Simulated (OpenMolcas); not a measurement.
# How methods differ on BN (SMILES B#N)

BN: 2 atoms, total charge 0, spin state triplet. SMILES: `B#N`. Geometry: relaxed at PBE0-D4/def2-TZVP.

```tsv
atom	x (Å)	y (Å)	z (Å)
B	0.0000	0.0000	-0.0235
N	0.0000	0.0000	1.2919
```

Each level gives the energy change with the B1–N2 bond stretched from 1.315 to 2.537 Å (eV). The values are calculated.

```json
{"level": "UHF/STO-3G", "kind": "Hartree–Fock", "program": "OpenMolcas", "value (eV)": "2.05", "less FCI/STO-3G": "-1.62", "CPU time (all runs)": "3.8 s"}
{"level": "USVWN5/STO-3G", "kind": "LDA", "program": "OpenMolcas", "value (eV)": "5.35", "less FCI/STO-3G": "+1.68", "CPU time (all runs)": "7.8 s"}
{"level": "UPBE/STO-3G", "kind": "GGA", "program": "OpenMolcas", "value (eV)": "4.86", "less FCI/STO-3G": "+1.19", "CPU time (all runs)": "8.6 s"}
{"level": "UB3LYP/STO-3G", "kind": "global hybrid", "program": "OpenMolcas", "value (eV)": "4.45", "less FCI/STO-3G": "+0.78", "CPU time (all runs)": "9 s"}
{"level": "CASSCF(4,4)/STO-3G", "kind": "multireference", "program": "OpenMolcas", "value (eV)": "2.81", "less FCI/STO-3G": "-0.86", "CPU time (all runs)": "3.3 s"}
{"level": "MRCI(4,4)/STO-3G", "kind": "multireference", "program": "OpenMolcas", "value (eV)": "3.63", "less FCI/STO-3G": "-0.04", "CPU time (all runs)": "3.6 s"}
{"level": "SC-NEVPT2(4,4)/STO-3G", "kind": "multireference", "program": "OpenMolcas", "value (eV)": "3.64", "less FCI/STO-3G": "-0.03", "CPU time (all runs)": "3.2 s"}
{"level": "ROCCSD(T)/STO-3G", "kind": "coupled cluster or CI", "program": "OpenMolcas", "value (eV)": "3.63", "less FCI/STO-3G": "-0.04", "CPU time (all runs)": "5.3 s"}
{"level": "FCI/STO-3G", "kind": "exact in the basis", "program": "OpenMolcas", "value (eV)": "3.67", "less FCI/STO-3G": "0.00", "CPU time (all runs)": "3.8 s"}
```

FCI/STO-3G is exact within its basis and frozen core, so for wave-function methods in that basis the difference is their error; functionals converge differently with the basis, so for them it is only a difference. The first shape isn't each level's own minimum. The values span 2.05 to 5.35 eV. Spin contamination of the reference (⟨S²⟩ at least 0.1 too high) touches UHF/STO-3G, USVWN5/STO-3G, UPBE/STO-3G, UB3LYP/STO-3G. All rows use very small basis sets, so even the best lies far from the true value. Times are those of the runs behind each value, whatever else they computed, on shared processors of several kinds: orders of magnitude only.

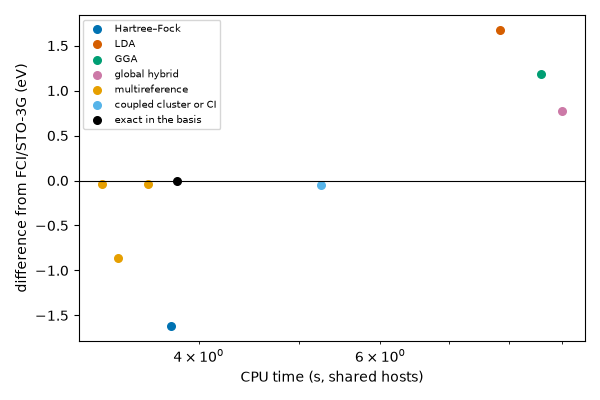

Difference from FCI/STO-3G against processor time, one point a level.
